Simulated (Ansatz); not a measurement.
# Calculations on TaPH3Cl3F2

### Relaxation

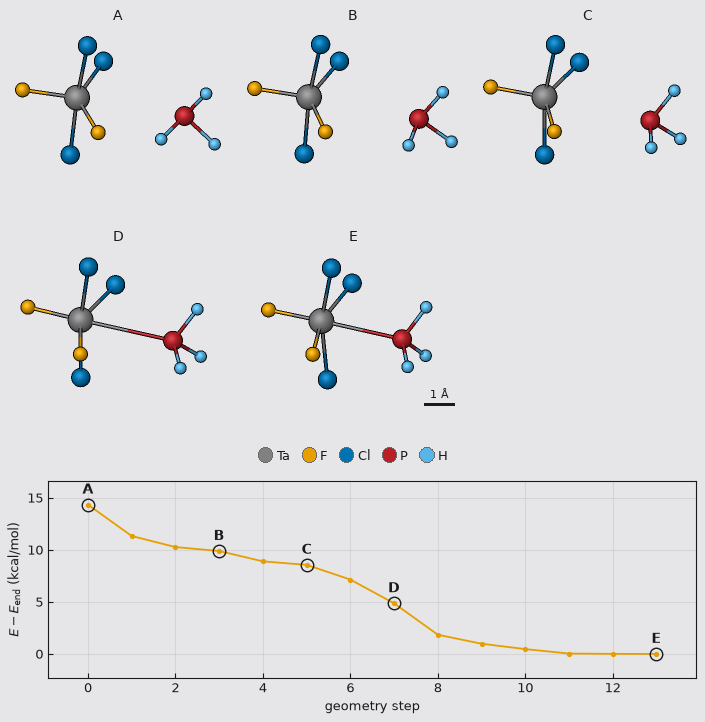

Frames of a relaxation of TaPH3Cl3F2, marked on the history of the run. Style: ball-and-stick. Shown from a free direction.

The run prepares an end point of a later path (reaction) calculation, from a guessed geometry.

Level of theory: RHF/def2-SVP (Ansatz).

Input
```yaml
crystal:
  periodic: [false, false, false]
  atoms:
    - { symbol: Ta, position_ang: [-0.3305, -0.275304, -0.079636] }
    - { symbol: F, position_ang: [1.532914, -0.282673, 0.282271] }
    - { symbol: Cl, position_ang: [-0.634476, -0.803255, 2.180389] }
    - { symbol: Cl, position_ang: [0.255876, 0.267425, -2.281461] }
    - { symbol: Cl, position_ang: [-1.989542, 1.311852, -0.041137] }
    - { symbol: F, position_ang: [-1.058409, -1.877284, -0.607589] }
    - { symbol: P, position_ang: [1.667157, 2.473856, 1.431123] }
    - { symbol: H, position_ang: [1.879886, 2.592884, 2.817912] }
    - { symbol: H, position_ang: [2.517478, 3.521551, 1.029442] }
    - { symbol: H, position_ang: [2.530017, 1.382049, 1.180686] }
basis:
  gaussian: { orbitals: def2-SVP }
hamiltonian:
  xc: hf
relax:
  f_tol: 0.03
  max_steps: 50
```

Launched with:
```bash
ansatz run input.yaml --threads 4 --pin off --max-ram 5120MiB --backend cpu --events-out ev --progress --plain --runs-dir out
```

**Describe the path.**

The largest move after the best rigid fit is that of H9, 1.09 Å. By element the largest moves are H 1.09 Å, Cl 0.79 Å, F 0.76 Å, P 0.59 Å, Ta 0.36 Å. Some distances before and after: Ta1–P7 3.719 → 2.840 Å, Ta1–Cl5 2.296 → 2.358 Å, Ta1–F2 1.898 → 1.877 Å, Ta1–Cl3 2.341 → 2.357 Å. New bonds form, among them: Ta1–P7 (3.72 → 2.84 Å). Bond angles that change, for instance: F2–Ta1–Cl5 135.1° → 162.9°, F2–Ta1–F6 116.1° → 98.3°, Cl5–Ta1–F6 108.7° → 98.8°. After 13 geometry steps the energy has fallen by 14.3 kcal/mol. The largest force component goes from 1.2 to 0.014 eV/Å. The run took 27 s on 4 threads of Intel(R) Xeon(R) 6975P-C (Granite Rapids) (shared host), peak memory 0.48 GiB. From step 0 to 3: H10 moves most (0.54 Å), energy −4.46 kcal/mol. From step 3 to 5: H9 moves most (0.31 Å), energy −1.33 kcal/mol. From step 5 to 7: H9 moves most (0.39 Å), energy −3.70 kcal/mol. From step 7 to 13: Cl4 moves most (0.41 Å), energy −4.86 kcal/mol.

| step | E − E(0), kcal/mol | largest force component, eV/Å |
| --- | --- | --- |
| 0 | 0.00 | 1.1590 |
| 1 | -3.01 | 0.2756 |
| 2 | -4.07 | 0.4241 |
| 3 | -4.46 | 0.6354 |
| 4 | -5.45 | 0.1991 |
| 5 | -5.79 | 0.5658 |
| 6 | -7.20 | 0.6271 |
| 7 | -9.48 | 0.4321 |
| 8 | -12.50 | 0.4062 |
| 9 | -13.36 | 0.6254 |
| 10 | -13.88 | 0.2562 |
| 11 | -14.31 | 0.2621 |
| 12 | -14.34 | 0.0613 |
| 13 | -14.35 | 0.0135 |

Limits of the set-up: Hartree-Fock leaves out electron correlation.

### Relaxation

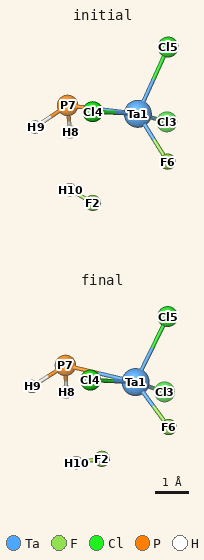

The structure of TaPH₃Cl₃F₂ before (top) and after (bottom) a relaxation, at one scale.

The picture is a ball-and-stick view, seen from a free direction.

The run prepares an end point of a later path (reaction) calculation, from a guessed geometry.

Level of theory: RHF/def2-SVP in Ansatz 0.2.0. (no spin polarisation; force threshold 0.03 eV/Å; at most 50 steps)

Question: Summarise the run.

Answer: The energy falls by 2.77 kcal/mol in 8 accepted moves (11 points after the start). Largest force component: 0.55 eV/Å at the start, 0.017 eV/Å at the end. The line search rejected the trial steps at points 2, 6, 9 of the run. The atom that moves furthest after the best rigid fit is F2 (0.41 Å). By element the largest moves are F 0.41 Å, H 0.32 Å, P 0.17 Å, Cl 0.17 Å, Ta 0.12 Å. Some distances before and after: Ta1–F2 3.126 → 2.619 Å, Ta1–P7 2.529 → 2.574 Å, Ta1–F6 1.853 → 1.865 Å, Ta1–Cl5 2.296 → 2.288 Å. Among the angles between lasting bonds that change: F6–Ta1–P7 132.9° → 143.2°, Cl5–Ta1–F6 117.4° → 111.0°, Cl5–Ta1–P7 109.8° → 105.8°.

Limits of the set-up: the start holds two separate molecules, 2.2 Å apart at their closest, whose relative position is a soft coordinate and is computed without a dispersion correction; Hartree-Fock leaves out electron correlation.

### Path

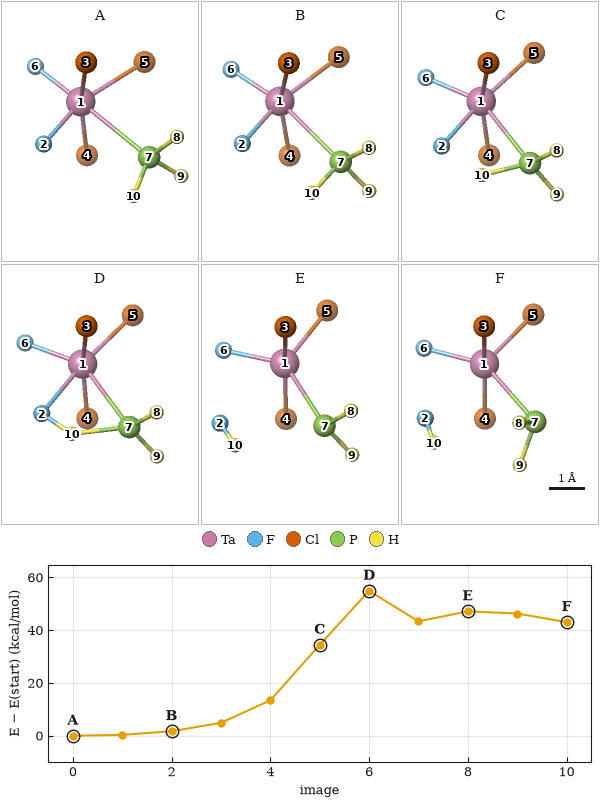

NEB run on TaPH₃Cl₃F₂. Images are numbered from 0 (start) to 10 (end). Frames A to F are images 0, 2, 5, 6, 8, 10. The picture is a ball-and-stick view, seen from a free direction.

These are results of RHF/def2-SVP in Ansatz, not measurements. Set-up: 9 movable images; climbing image; force threshold 0.05 eV/Å; iteration limit 60; starting path through a guess of the saddle point.

Question: Read off the barrier and say what moves.

Answer: The energy climbs by 54.9 kcal/mol to image 6 and then falls by 11.9 kcal/mol, so the end point sits at +43.0 kcal/mol. The profile has 2 maxima (images 6, 8) with a dip at image 7 (+43.4 kcal/mol), so the process runs in steps. The path has more than one stage, and so few images may leave a stage unresolved. Breaking: P7–H10 (1.40 → 1.70 at the top → 3.06 Å), Ta1–F2 (1.88 → 2.15 at the top → 2.62 Å). Forming: F2–H10 (3.20 → 1.15 at the top → 0.91 Å). The band converged in 31 iterations. The largest component of the band force went from 5.4 to 0.04 eV/Å. The climbing image converged on the top of the path. Its vibrational analysis gives one imaginary mode (1553i cm⁻¹), as a transition state must have.

Limits of the set-up: Hartree-Fock leaves out electron correlation.
